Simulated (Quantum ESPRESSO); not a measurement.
**How far to go with the density cutoff: Rh (Fm-3m, 1 atom in the cell)**

```xyz
1
Lattice="0.0000 1.9095 1.9095 1.9095 0.0000 1.9095 1.9095 1.9095 0.0000" Properties=species:S:1:pos:R:3 pbc="T T T"
Rh     0.0000     0.0000     0.0000
```

Level of theory: PBE, PSlibrary PAW (PBE) pseudopotentials (plane waves; Quantum ESPRESSO).

Base settings: ecutwfc = 60 Ry; ecutrho = 420 Ry; occupations = smearing; smearing = fermi-dirac; degauss = 0.0073499 Ry; potentials = {Rh: Rh.pbe-spn-kjpaw_psl.1.0.0.UPF}; K_POINTS = automatic 9 9 9 0 0 0; conv_thr = 1e-11 Ry; mixing_beta = 0.7.

The second cell is the first with its lattice scaled by 0.98.

The mesh stays at the base's, so the ladder's end is converged at best in this setting alone.

Only quantities that move along the ladder and can be compared are tabulated.

The starting cell has typed, rounded lattice constants, without a prior relaxation at this level. Its lattice was rescaled by up to half a per cent. Spin polarisation is off.

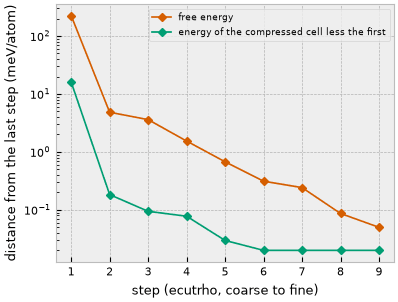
Distance from the last step along the ladder; very small values are drawn at a floor.

| ecutrho | free energy less the last step's (meV/atom) | energy of the compressed cell less the first (meV/atom) | pressure (GPa) |
|---|---|---|---|
| 120 Ry | -224.92 | 77.07 | 19.13 |
| 180 Ry | -4.84 | 60.83 | 1.61 |
| 240 Ry | -3.61 | 61.11 | 2.17 |
| 300 Ry | -1.54 | 61.09 | 1.77 |
| 360 Ry | -0.68 | 61.04 | 1.89 |
| 420 Ry | -0.31 | 61.02 | 1.79 |
| 480 Ry | -0.24 | 61.03 | 1.83 |
| 600 Ry | -0.09 | 61.02 | 1.81 |
| 720 Ry | -0.01 | 61.02 | 1.81 |
| 960 Ry | 0.00 | 61.01 | 1.81 |

Coarsest ecutrho that holds the energy of the compressed cell less the first within 0.5 meV/atom of the last step, with all finer ones: 180 Ry; the step before is off by 16 meV/atom.

Coarsest ecutrho that holds the pressure within 0.05 GPa of the last step, with all finer ones: 420 Ry; the step before is off by 0.08 GPa.

Coarsest ecutrho that holds the free energy within 1 meV/atom of the last step, with all finer ones: 360 Ry; the step before is off by 1.5 meV/atom.

The energy difference between the two cells stays within 1 meV/atom of the last step's from 180 Ry on, the total only from 360 Ry on: much of the error is common to both cells and cancels.
